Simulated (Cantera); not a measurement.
A closed system holds: 1 mol Cu2O, 320 mol H2, 1 mol N2, held at 1 atm.

Equilibrium computed with Cantera from the NASA thermochemical tables; the gas is ideal and each condensed phase is pure. Candidate condensed phases: Cu, CuO, Cu(OH)2, Cu2O, H2O; 27 gas species. Kinetics and transport are ignored.

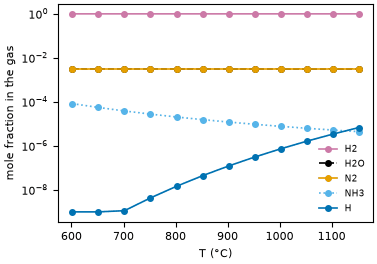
Figure. Equilibrium gas composition (values under 1e-9 drawn at 1e-9)

Q: Read off the mole fractions at 1152 °C.

A: H2 about 0.99, H2O about 0.0031, N2 about 0.0031, H about 6.8e-6, NH3 about 4.4e-6.
